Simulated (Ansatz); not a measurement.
Phonon calculation of CHFSSi

CHFSSi, computed with RKS PBE-D4/cc-pVDZ (Ansatz 0.2.0).

It belongs to a series of runs on one base structure; here: vibrations at the highest image of the band. Figures and captions count atoms from 1; the log counts them from 0 in places.

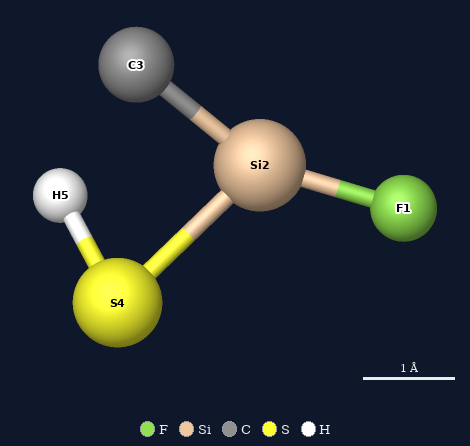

*The structure (ball-and-stick view, seen at an oblique angle; atoms are numbered from 1 in the order of the input).*

### Results in brief

```tsv
quantity	value
outcome	converged
total energy	−22466.7096 eV
mean-field energy	−22466.5695 eV
largest force (length of the vector)	0.007 eV/Å
hardware	1 thread of Arm Neoverse V1, 24 GiB of memory available, shared host
wall time	32 s
peak memory	0.1 GiB
```

### Input
```yaml
crystal:
  periodic: [false, false, false]
  atoms:
    - { symbol: F, position_ang: [-0.615887, -1.791989, 1.304158] }
    - { symbol: Si, position_ang: [0.04866, -0.463372, 0.585551] }
    - { symbol: C, position_ang: [0.912865, 1.096664, 0.54826] }
    - { symbol: S, position_ang: [-0.840917, 0.315228, -1.248001] }
    - { symbol: H, position_ang: [0.495289, 0.843468, -1.189959] }
basis:
  gaussian: { orbitals: cc-pVDZ }
hamiltonian:
  xc: pbe
  dispersion: d4
phonons: {}
```

Launched with:
```bash
ansatz run input.yaml --threads 1 --pin off --max-ram 2048MiB --backend cpu --events-out ev --progress --plain --runs-dir out
```

### Log
```
Engine: ansatz 0.2.0, aarch64-unknown-linux-gnu
Functional definition: PBE
  parameter kappa = 0.804
  parameter beta = 0.06672455060314922
  exchange = pbe_x(kappa = kappa, mu = beta*pi^2/3)
  correlation = pbe_c(beta = beta)
863 factors; their error is unknown
mean field evaluation 1: about -22457.3125 eV, gradient 5.8e1 eV
mean field evaluation 2: about -22391.0828 eV, gradient 1.2e2 eV
mean field evaluation 4: about -22466.1915 eV, gradient 1.3e1 eV
mean field evaluation 8: about -22466.6015 eV, gradient 4.2e-1 eV
mean field evaluation 16: about -22466.5695 eV, gradient 1.6e-3 eV
mean field -22466.56947138 eV, -825.6311996856 hartree, gradient 4.7e-5 eV, S^2 0.000000; 0 other end points of the search recorded, 0 dependent functions left out
the calculation of the forces begins
reference -22466.56949914 eV, -825.6312007057 hartree; 23, 23 occupied and 46, 46 virtual orbitals, 863 factors
these checks for a lower state are left out or cut short: stability, starts, cluster_reference, orbital_swaps, neighbouring_geometries, increment
863 factors; their error is unknown
mean field -22466.56945114 eV, -825.6311989418 hartree, gradient 2.8e-6 eV, S^2 0.000000; 0 other end points of the search recorded, 0 dependent functions left out
[... from here on the field's lines of each further geometry are left out, up to the last ...]
the calculation of the forces begins
reference -22466.56949673 eV, -825.6312006170 hartree; 23, 23 occupied and 46, 46 virtual orbitals, 863 factors
these checks for a lower state are left out or cut short: stability, starts, cluster_reference, orbital_swaps, neighbouring_geometries, increment
863 factors; their error is unknown
mean field -22466.56947300 eV, -825.6311997449 hartree, gradient 2.5e-6 eV, S^2 0.000000; 0 other end points of the search recorded, 0 dependent functions left out
the calculation of the forces begins
reference -22466.56950076 eV, -825.6312007651 hartree; 23, 23 occupied and 46, 46 virtual orbitals, 863 factors
WARN: phonons: modes at or below zero, which the zero-point energy, F, S and C_V leave out: 1, the lowest at -639.84 cm⁻¹. A minimum has none, and a first-order saddle one
Total energy: -22466.70958509 eV, -825.6363487692 hartree
Atom 0 at    -0.615887    -1.791989     1.304158 Å, force     0.000850    -0.000598    -0.000338 eV/Å
Atom 1 at     0.048660    -0.463372     0.585551 Å, force    -0.001988     0.001665     0.000318 eV/Å
Atom 2 at     0.912865     1.096664     0.548260 Å, force    -0.001344    -0.001620    -0.002499 eV/Å
Atom 3 at    -0.840917     0.315228    -1.248001 Å, force    -0.003746    -0.002059     0.002034 eV/Å
Atom 4 at     0.495289     0.843468    -1.189959 Å, force     0.006228     0.002613     0.000485 eV/Å
Dipole moment:    -0.031975    -0.259112    -0.053078 e Å
Vibrations: -639.84 158.82 194.50 230.74 451.58 566.64 718.67 1003.82 2045.97 cm⁻¹, zero-point energy 0.332944 eV
```

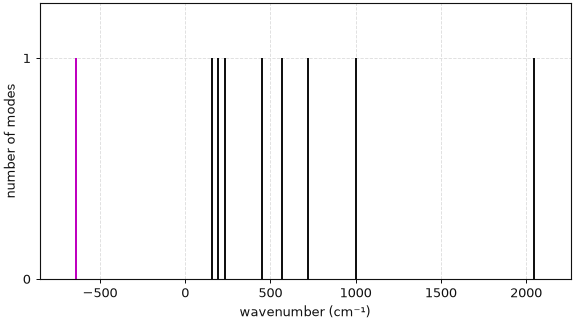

*Harmonic vibrational wavenumbers from the force constants; neighbouring modes closer than 12 cm⁻¹ are counted in one stick, and imaginary ones are drawn at negative wavenumbers.*

9 modes from 640i to 2046 cm⁻¹, 1 imaginary beyond 8i (640i cm⁻¹): a first-order saddle point, if the geometry is stationary.
